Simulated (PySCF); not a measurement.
## Electronic structure of C5H8GeO2 in real space

```csv
atom,x (Å),y (Å),z (Å)
C,-0.9090,1.6344,-0.8691
C,-0.2083,0.7499,-0.1805
C,0.9112,1.1011,0.7627
O,1.9528,0.1484,0.6943
Ge,1.3546,-1.4654,0.2598
C,-0.4512,-0.7397,-0.2512
C,-1.3814,-1.0400,0.8723
O,-1.0048,-1.1784,2.0053
H,-1.7165,1.3432,-1.5196
H,-0.7003,2.6885,-0.8047
H,0.5113,1.1431,1.7848
H,1.3372,2.0774,0.5170
H,1.3795,-2.3923,1.4422
H,2.2460,-1.9504,-0.8578
H,-0.8720,-1.0229,-1.2153
H,-2.4567,-1.0880,0.6161
```

Geometry: GFN2-xTB.

Theory: PBE0/def2-SVPD, SCF density, gas phase (PySCF).

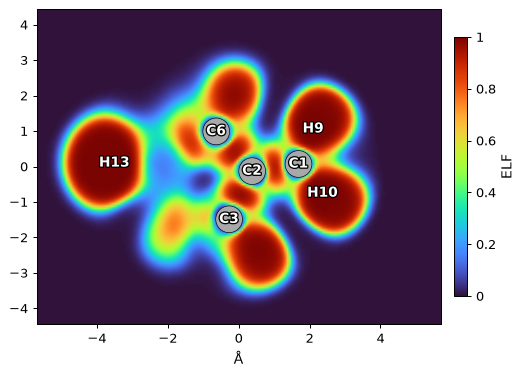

Figure 1. ELF on the plane of atoms C1, C2 and C6. Grey discs cover the atomic cores.

> Describe what can be read from this map.

Atoms in the plane: C and H.
C–C (1.32 Å): the ELF peaks at about 0.90 between the atoms: a multiple bond.
C–H (1.08 Å): the ELF climbs to about 1 towards the hydrogen, as it does in any bond to H: a covalent bond by its length.
C–C (1.51 Å): the ELF peaks at about 0.95 between the atoms; a shared electron pair.

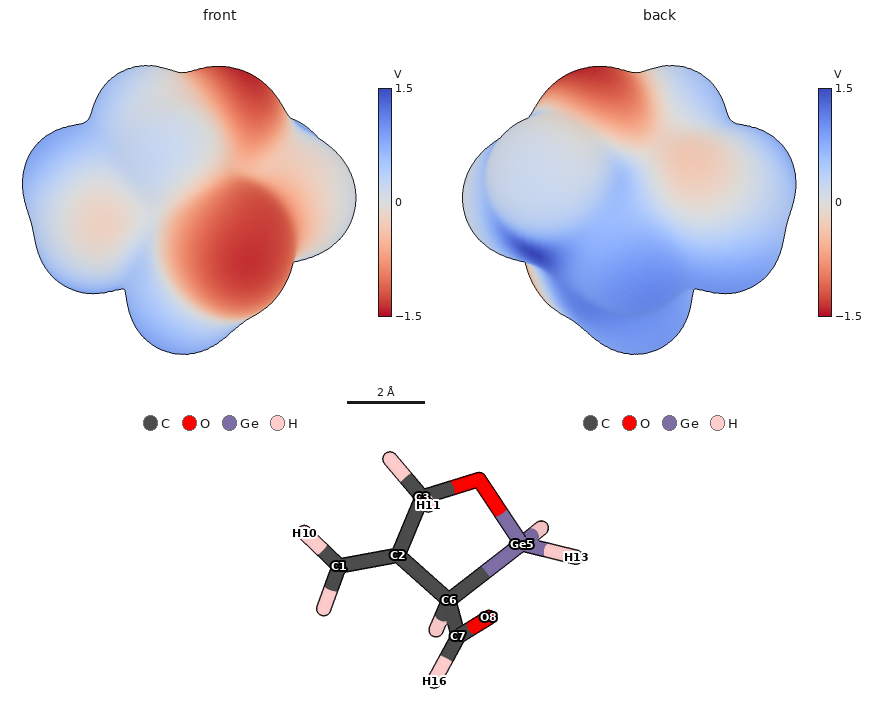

Figure 2. The electrostatic potential painted on the density surface at 0.001 e/bohr³, seen from the front and from behind; the colour scale runs from red (negative) to blue (positive). The bare structure is drawn below in the same view.

> Where is the surface potential most negative and most positive?

The most negative region (about −1.4 V) lies over O4 and O8, the most positive (about +1.4 V) over Ge5.

> What dipole moment does the calculation give?

Its dipole moment is 3.11 D.
